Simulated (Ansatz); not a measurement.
**BHLYP/STO-3G run of BCl (SMILES [B]Cl)**

Aim: the vertical ionisation energy of BCl at BHLYP/STO-3G, from 2 runs. 

The results are computed with Ansatz 0.2.0.

41 further runs of the same task are left out: 1 that didn't finish, 40 set aside as unsound or not needed.

## Step 1: Starting point

The species is BCl (2 atoms), meant as a singlet with charge 0. SMILES: `[B]Cl`. The coordinates come from a GFN2-xTB relaxation.

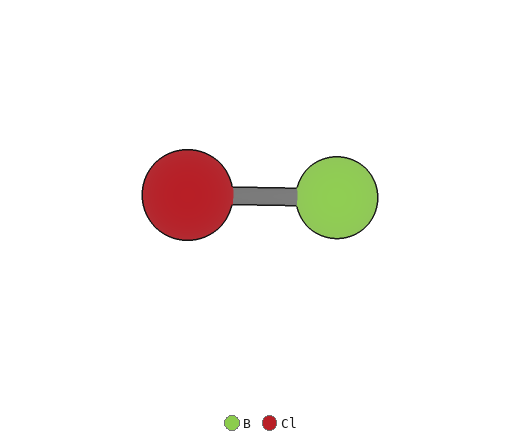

The structure, seen from a chosen angle (boron green, chlorine red).

## Step 2: A single-point energy at BHLYP/STO-3G

Input file input.yaml:

```yaml
crystal:
  periodic: [false, false, false]
  atoms:
    - {symbol: B, position_ang: [0.000000, 0.000000, 0.000000]}
    - {symbol: Cl, position_ang: [0.000000, 0.000000, 1.578530]}
basis:
  gaussian:
    orbitals: STO-3G
hamiltonian:
  xc: {name: BHLYP}
accuracy: high
```

Run with:

```bash
ansatz run input.yaml --threads 1 --pin off --max-ram 2610MiB --events-out events.jsonl --progress --plain --runs-dir runs
```

Output:

```text
Warning: RAYON_NUM_THREADS=1 ignored (pool sized by the plan → 1); use --threads N
Functional definition: BHLYP
  name "BHLYP"
  parameter a = 0.5
  exchange = (1 - a)*b88_x + a*exact_x
  correlation = lyp_c
224 factors; integrals over basis functions are off by at most 2.2e-8 eV
mean field evaluation 1: about -13050.2868 eV, gradient 7.6e0 eV
mean field evaluation 2: about -13050.4493 eV, gradient 4.6e0 eV
mean field evaluation 4: about -13050.5315 eV, gradient 1.6e-1 eV
mean field evaluation 8: about -13050.5361 eV, gradient 1.1e-3 eV
mean field -13050.53606722 eV, -479.5983544993 hartree, gradient 8.6e-9 eV, S^2 0.000000; 0 other end points of the search recorded, 0 dependent functions left out
reference -13050.53608176 eV, -479.5983550335 hartree; 11, 11 occupied and 3, 3 virtual orbitals, 224 factors
Total energy: -13050.53608176 eV, -479.5983550335 hartree
```

Run time: 0.42 s. Hardware: 1 thread of Intel Xeon Platinum 8375C at 2.90GHz (Ice Lake), shared host.

## Step 3: The doublet cation, same level

Input file job.yaml:

```yaml
crystal:
  periodic: [false, false, false]
  atoms:
    - {symbol: B, position_ang: [0.000000, 0.000000, 0.000000]}
    - {symbol: Cl, position_ang: [0.000000, 0.000000, 1.578530]}
basis:
  gaussian: {orbitals: STO-3G}
total_charge: 1
magnetization: {spin_polarized: true, initial_magnetization: 1}
hamiltonian: {xc: {name: BHLYP}}
accuracy: high
```

Run with:

```bash
ansatz run job.yaml --threads 1 --pin off --max-ram 2610MiB --events-out events.jsonl --progress --plain --runs-dir runs
```

Output:

```text
Warning: RAYON_NUM_THREADS=1 ignored (pool sized by the plan → 1); use --threads N
[... 5 set-up lines as earlier in the session ...]
224 factors; integrals over basis functions are off by at most 2.2e-8 eV
mean field evaluation 1: about -13039.5820 eV, gradient 1.7e1 eV
mean field evaluation 2: about -13038.0308 eV, gradient 2.7e1 eV
mean field evaluation 4: about -13042.6625 eV, gradient 3.3e-1 eV
mean field evaluation 8: about -13042.6583 eV, gradient 4.3e-3 eV
mean field evaluation 16: about -13042.6583 eV, gradient 4.5e-8 eV
mean field -13042.65834820 eV, -479.3088536650 hartree, gradient 4.5e-8 eV, S^2 0.756789; 0 other end points of the search recorded, 0 dependent functions left out
reference -13042.65836300 eV, -479.3088542087 hartree; 11, 10 occupied and 3, 4 virtual orbitals, 224 factors
Total energy: -13042.65836300 eV, -479.3088542087 hartree
```

Wall time 0.65 s (1 thread of Intel Xeon Platinum 8375C at 2.90GHz (Ice Lake), shared host); peak memory 0.12 GiB.

## Step 4: Results

At BHLYP/STO-3G:

```
                                          quantity          value
                         singlet BCl: total energy  -479.59836 Eh
                      doublet cation: total energy  -479.30885 Eh
                              doublet cation: ⟨S²⟩          0.757
vertical ionisation energy (to the doublet cation)       7.878 eV
```

**Reading.** Removing an electron at fixed nuclei costs 7.88 eV (182 kcal/mol). In a minimal basis such a difference can be off by several eV, whatever the method.
